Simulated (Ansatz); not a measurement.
# Ge wire along [100], 69 atoms a period, H-terminated: bands by functional, part 2 of 2

Wanted: the relaxed geometry and the bands of the Ge wire along [100], 69 atoms a period, H-terminated.

Ansatz 0.2.0; DFT PBE, plane waves, PAW; relaxation of a wire's period; PAW set soft_1 (the session's first sound run).

So far. Step 2 (Relaxing the period): The cell's length comes to 5.776 Å with spin left out.

### 3. The wire at its relaxed period

This step: DFT PBE, plane waves, PAW; bands of a perfect wire; PAW set soft_1 (Ansatz 0.2.0).

At the relaxed period the bands are computed along the axis; those that cross an energy going forward count the channels that a perfect wire would open there.

Contents of input.yaml:

```yaml
crystal:
  lattice:
    - [25.881, 0.0, 0.0]
    - [0.0, 25.881, 0.0]
    - [0.0, 0.0, 5.7755188235]
  atoms:
    - { symbol: Ge, position: [0.169350949, 0.382213853, 0.033841259] }
    - { symbol: Ge, position: [0.169350949, 0.617786147, 0.966158741] }
    - { symbol: Ge, position: [0.279575323, 0.279575323, 0.995317108] }
    - { symbol: Ge, position: [0.277325772, 0.5, 0.0] }
    - { symbol: Ge, position: [0.279575323, 0.720424677, 0.004682892] }
    - { symbol: Ge, position: [0.382213853, 0.169350949, 0.033841259] }
    - { symbol: Ge, position: [0.388845049, 0.388845049, 0.00371764] }
    - { symbol: Ge, position: [0.388845049, 0.611154951, 0.99628236] }
    - { symbol: Ge, position: [0.382213853, 0.830649051, 0.966158741] }
    - { symbol: Ge, position: [0.5, 0.277325772, 0.0] }
    - { symbol: Ge, position: [0.5, 0.5, 0.0] }
    - { symbol: Ge, position: [0.5, 0.722674228, 0.0] }
    - { symbol: Ge, position: [0.617786147, 0.169350949, 0.966158741] }
    - { symbol: Ge, position: [0.611154951, 0.388845049, 0.99628236] }
    - { symbol: Ge, position: [0.611154951, 0.611154951, 0.00371764] }
    - { symbol: Ge, position: [0.617786147, 0.830649051, 0.033841259] }
    - { symbol: Ge, position: [0.720424677, 0.279575323, 0.004682892] }
    - { symbol: Ge, position: [0.722674228, 0.5, 0.0] }
    - { symbol: Ge, position: [0.720424677, 0.720424677, 0.995317108] }
    - { symbol: Ge, position: [0.830649051, 0.382213853, 0.966158741] }
    - { symbol: Ge, position: [0.830649051, 0.617786147, 0.033841259] }
    - { symbol: H, position: [0.148565149, 0.342184835, 0.210879276] }
    - { symbol: H, position: [0.12190478, 0.591723803, 0.079471639] }
    - { symbol: H, position: [0.244501279, 0.244501279, 0.148009297] }
    - { symbol: H, position: [0.342184835, 0.148565149, 0.210879276] }
    - { symbol: H, position: [0.408276197, 0.87809522, 0.079471639] }
    - { symbol: H, position: [0.591723803, 0.12190478, 0.079471639] }
    - { symbol: H, position: [0.657815165, 0.851434851, 0.210879276] }
    - { symbol: H, position: [0.755498721, 0.755498721, 0.148009297] }
    - { symbol: H, position: [0.87809522, 0.408276197, 0.079471639] }
[... 69 atom lines left out ...]
    - { symbol: H, position: [0.408276197, 0.12190478, 0.920528361] }
    - { symbol: H, position: [0.591723803, 0.87809522, 0.920528361] }
    - { symbol: H, position: [0.657815165, 0.148565149, 0.789120724] }
    - { symbol: H, position: [0.755498721, 0.244501279, 0.851990703] }
    - { symbol: H, position: [0.851434851, 0.342184835, 0.789120724] }
    - { symbol: H, position: [0.87809522, 0.591723803, 0.920528361] }
kpoints:
  mp_grid: { grid: [1, 1, 14] }
  band_path: { path: ["Γ", Z], npoints: 90 }
scf:
  occupations: { method: fermi_dirac, width: 0.05 }
hamiltonian:
  xc: pbe
  pseudopotentials: { kind: paw, azcp: { folder: soft_1 } }
output:
  dos: { e_range: [-5, 4] }
  write_potential: true
  write_density: true
  volumetric_format: npy
```

Started as:

```
ansatz run input.yaml --threads 16 --pin off --max-ram 61440MiB --backend cuda --events-out ev --progress --plain --runs-dir out --max-vram 78GiB
```

Numbers of over 12 decimals in the logs are rounded to 6 here.

The log of the run:

```text
[...]
Crystal: 105 atoms, lattice volume = 3868.594 Å³
Basis set: ecut = 420 eV, 75647 PW (Γ)
Bands: 606, of which v1, the nominal top of the filled ones, is band 501 counted from 1 (500 counted from 0)
Symmetry: 8 space group operations
[...]
k-points: 8 of 14
[...]
SCF iter   1: F=—  HF=-296926.595709 eV  |F-HF|=—  |Δ(HF+E_count)|=         —  Δρ=3.50e-2  dr2=3.94e1  ethr=3.10e-3  ⟨swp⟩=6.0  Hψ=17883  notcnv=0  defer=162
[...]
SCF iter   6: F=—  HF=-296917.333187 eV  |F-HF|=—  |Δ(HF+E_count)|=   1.69e-2  Δρ=5.08e-4  dr2=1.19e-2  ethr=7.32e-6  ⟨swp⟩=2.0  Hψ=5229  notcnv=0  defer=702
[...]
SCF iter  10: F=—  HF=-296917.336418 eV  |F-HF|=—  |Δ(HF+E_count)|=   1.11e-3  Δρ=8.51e-6  dr2=4.91e-6  ethr=4.43e-9  ⟨swp⟩=2.0  Hψ=5678  notcnv=0  defer=702
[...]
SCF iter  12: F=-296917.336420 eV  HF=-296917.336420 eV  |F-HF|=7.28e-9  |Δ(HF+E_count)|=   1.30e-7  Δρ=7.39e-7  dr2=1.30e-8  ethr=9.98e-12  ⟨swp⟩=12.0  Hψ=19268  notcnv=0
SCF 1 converged in 12 iterations: F = -296917.336420 eV  dr2 = 1.30e-8
[...]
NSCF: frozen V_eff on 91 k-points
[...]
SCF converged after 12 iterations
[...]
```

Wall time 100 s (1 × NVIDIA GB200 with 16 threads of Arm Neoverse V2, shared host); peak memory 7.7 GiB; 8.2 min of CPU time.

Reading the cycles: dr2 is the Hartree energy of the density residual (eV), the measure of convergence; HF is the Harris–Foulkes estimate of the energy, which meets the free energy F at convergence.

This step gave:

- band gap: 1.355 eV

The electronic bands at the labelled points (eV, zero at the Fermi level; v1 is the highest filled band, c1 the lowest empty one):

```csv
point,v4,v3,v2,v1,c1,c2,c3,c4
Γ,-0.78,-0.78,-0.78,-0.66,0.74,0.97,0.97,1.06
Z,-1.52,-1.52,-1.52,-1.47,0.69,0.72,0.72,0.73
```

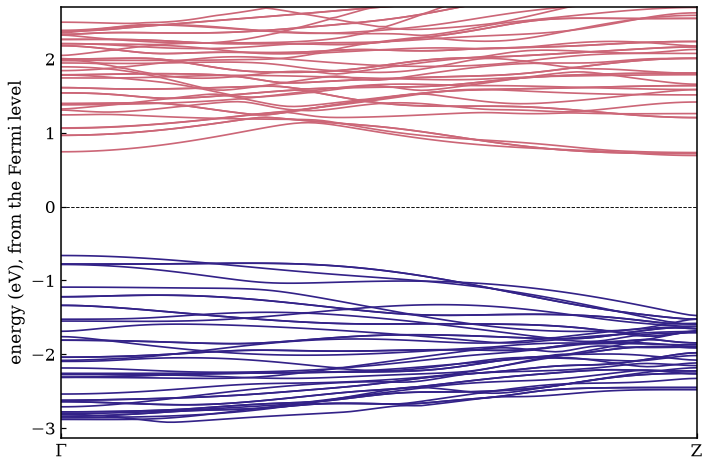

Electronic bands along the path; lines of filled and empty bands in two colours.

The gap is 1.35 eV, with spin left out.

The path shows an indirect gap of 1.35 eV (valence top at Γ, conduction bottom at Z). The least direct gap is 1.41 eV.

### 4. Levels at the same atoms, cutoff 500 eV, k-mesh 1×1×11

This step: DFT r2SCAN, plane waves, PAW; bands of a perfect wire at the PBE geometry; PAW set soft_1 (Ansatz 0.2.0).

The atoms stay at the PBE geometry and the functional changes. r2SCAN also reads the kinetic-energy density; it often gives larger moments and wider gaps than PBE, at a higher cost. Against the first PBE run of this kind, the cutoff is 500 eV against 420 and the mesh along the wire has 11 points against 14.

input.yaml, as its differences from that of step 3:

```diff
@@ -44,3 +44,3 @@
 kpoints:
-  mp_grid: { grid: [1, 1, 14] }
+  mp_grid: { grid: [1, 1, 11] }
   band_path: { path: ["Γ", Z], npoints: 90 }
@@ -49,8 +49,3 @@
 hamiltonian:
-  xc: pbe
+  xc: r2scan
   pseudopotentials: { kind: paw, azcp: { folder: soft_1 } }
-output:
-  dos: { e_range: [-5, 4] }
-  write_potential: true
-  write_density: true
-  volumetric_format: npy
```

The log of the run:

```text
[...]
Crystal: 105 atoms, lattice volume = 3868.594 Å³
Basis set: ecut = 500 eV, 98325 PW (Γ), exchange–correlation on 768×768×180 points (64 copies of the dense FFT grid, shifted against one another)
Bands: 606, of which v1, the nominal top of the filled ones, is band 501 counted from 1 (500 counted from 0)
Symmetry: 8 space group operations
[...]
k-points: 6 of 11
[...]
SCF iter   1: F=—  HF=-297470.048770 eV  |F-HF|=—  |Δ(HF+E_count)|=         —  Δρ=3.47e-2  dr2=3.74e1  dr2_τ=3.15e-1  ethr=3.10e-3  ⟨swp⟩=7.8  Hψ=15343  notcnv=0  defer=239
[...]
SCF iter   6: F=—  HF=-297466.192658 eV  |F-HF|=—  |Δ(HF+E_count)|=   2.27e-2  Δρ=4.12e-4  dr2=6.61e-3  dr2_τ=2.18e-4  ethr=4.41e-6  ⟨swp⟩=2.0  Hψ=4020  notcnv=0  defer=538
[...]
SCF iter  10: F=—  HF=-297466.197457 eV  |F-HF|=—  |Δ(HF+E_count)|=   1.07e-5  Δρ=5.43e-6  dr2=1.10e-6  dr2_τ=2.36e-8  ethr=1.67e-9  ⟨swp⟩=2.0  Hψ=4041  notcnv=0  defer=538
[...]
SCF iter  12: F=-297466.197458 eV  HF=-297466.197458 eV  |F-HF|=4.89e-9  |Δ(HF+E_count)|=   6.46e-8  Δρ=5.07e-7  dr2=6.80e-9  dr2_τ=1.28e-10  ethr=9.98e-12  ⟨swp⟩=57.7  Hψ=19178  notcnv=0
SCF 1 converged in 12 iterations: F = -297466.197458 eV  dr2 = 6.80e-9
[...]
the band table was solved once the SCF had ended and its energy, with any forces and stress, was formed, with the checks that follow a solve (13676 applications of the Hamiltonian). They found nothing against the state; the energy, forces and stress were not computed again (output.eigenvalues in the input reference)
[...]
SCF converged after 12 iterations
[...]
```

The job ended after 1.9 min (1 × NVIDIA GB200 with 16 threads; peak memory 6.2 GiB).

Numbers from this step:

| Property | Result |
| --- | --- |
| band gap | 1.645 eV |

Electronic bands along the path, in eV, zero at the Fermi level; v1 is the highest filled band, c1 the lowest empty one:

```csv
point,v4,v3,v2,v1,c1,c2,c3,c4
Γ,-0.94,-0.92,-0.92,-0.81,0.95,1.06,1.06,1.16
Z,-1.72,-1.72,-1.72,-1.67,0.84,0.86,0.86,0.87
```

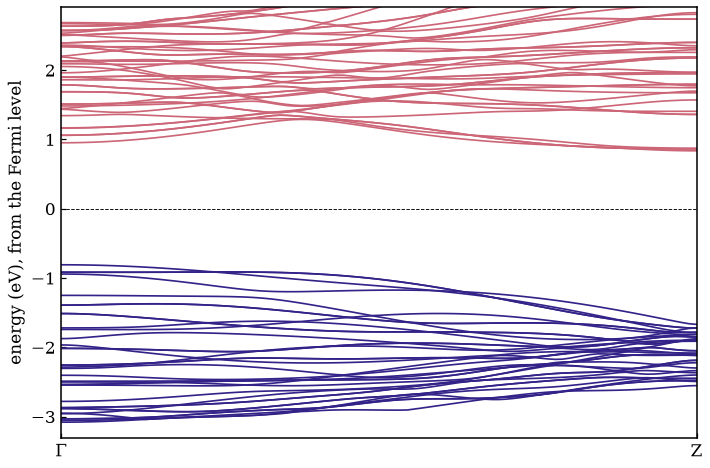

Electronic bands along the path; lines of filled and empty bands in two colours.

The gap is 1.64 eV, against 1.35 eV under PBE at the relaxed period.

### 5. Outcome

* cell length, PBE: 5.776 Å
* gap, PBE: 1.35 eV
* gap, r2SCAN: 1.64 eV

In words: Under PBE the cell's length is 5.78 Å, and a gap of 1.35 eV makes it a semiconductor. At the relaxed period the wire is gapped under every functional, from 1.35 eV (PBE) to 1.64 eV (r2SCAN). Weak screening in one dimension makes quasiparticle gaps larger than the semilocal gaps, as a rule.

[Logs are printed without paths, hosts, clocks, repeated set-up lines and the standing remarks that a program may print on its own settings, such as how far it seeks lower states.]

[Hosts, paths, dates, database ids (printed as entryN), source tags and the programs' standing remarks are cut or masked in the printed files.]
